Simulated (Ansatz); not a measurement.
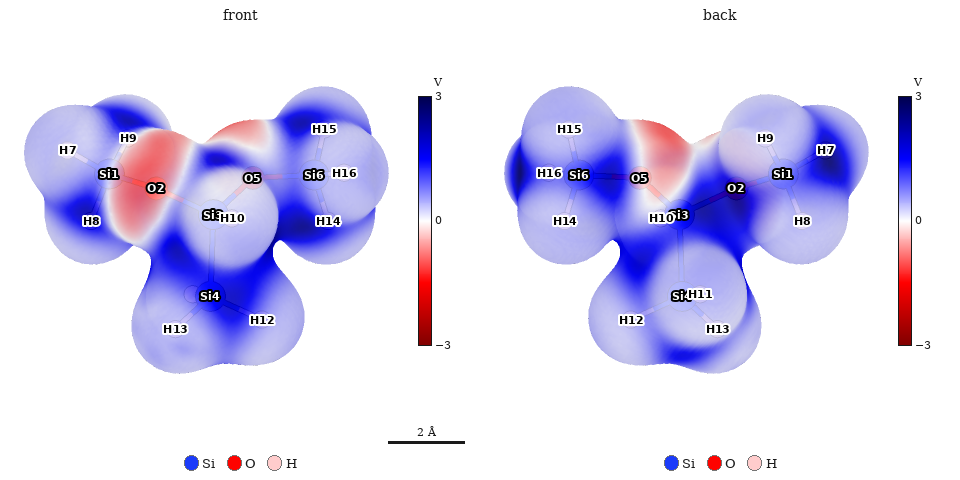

H10O2Si4 (SMILES [SiH3]O[SiH]([SiH3])O[SiH3]). The molecular electrostatic potential painted on the density surface at 0.004 e/bohr³, seen from the front and from behind; the colour scale runs from red (negative) to blue (positive).

Not at a stationary point (largest force 0.5 eV/Å).

These are results of SCF cam_b3lyp, Gaussian basis (Ansatz 0.2.0), not measurements.

```xyz
16

Si   -1.5667    2.0442   -1.3774
O    -0.8412    1.6550    0.0569
Si   -0.0341    0.3931    0.7630
Si   -1.3280   -1.5600    0.7491
O     1.4175    0.1545    0.0003
Si    2.7787   -0.7719    0.1671
H    -2.1278    3.4139   -1.2948
H    -2.6640    1.0807   -1.6357
H    -0.5809    1.9686   -2.4818
H     0.2415    0.7599    2.1747
H    -1.6110   -1.9733   -0.6533
H    -0.5954   -2.6635    1.4294
H    -2.6219   -1.3376    1.4512
H     2.3973   -2.2018    0.0773
H     3.7379   -0.4470   -0.9149
H     3.3980   -0.5148    1.4890
```

Q: Describe the electrostatic potential map.

A: The most negative region (about −0.9 V) lies over O2 and O5, the most positive (about +2.4 V) over Si1, Si3 and Si6.
